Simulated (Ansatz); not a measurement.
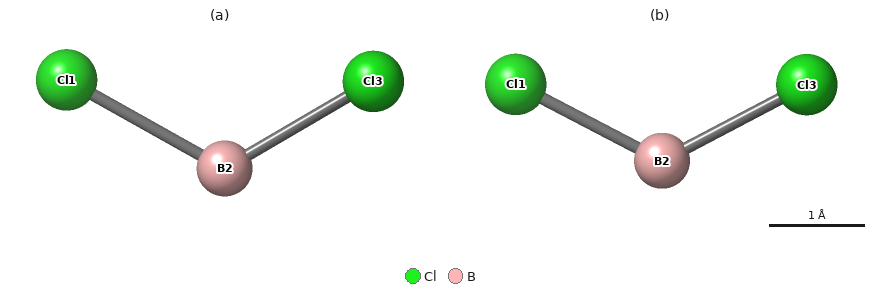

The structure of BCl2 (multiplicity 2) (coarse preliminary run) before (left) and after (right) a relaxation, at one scale.

Style: ball-and-stick. Shown face on.

The start comes from a force field.

The calculation used UKS PBE-D4/def2-SVP (Ansatz 0.2.0).

The input:
```yaml
crystal:
  periodic: [false, false, false]
  atoms:
    - {symbol: Cl, position_ang: [0.428900, -1.628900, 0.049500]}
    - {symbol: B, position_ang: [-0.549000, -0.029400, -0.300700]}
    - {symbol: Cl, position_ang: [0.109200, 1.593500, 0.238000]}
basis:
  gaussian: {orbitals: def2-SVP}
magnetization: {spin_polarized: true, initial_magnetization: 1}
hamiltonian: {xc: pbe, dispersion: d4}
relax: {f_tol: 0.03, max_steps: 200}
```

### Describe what moved and what it gained.

Over 3 geometry steps the energy falls by 0.354 eV. Largest force component: 2.1 eV/Å at the start, 0.014 eV/Å at the end. The largest move after the best rigid fit is that of Cl1, 0.11 Å. By element the largest moves are Cl 0.11 Å, B 0.09 Å. Near-neighbour distances that change, for instance: Cl1–B2 1.907 → 1.738 Å, B2–Cl3 1.832 → 1.738 Å. Among the angles between lasting bonds that change: Cl1–B2–Cl3 120.3° → 124.6°.
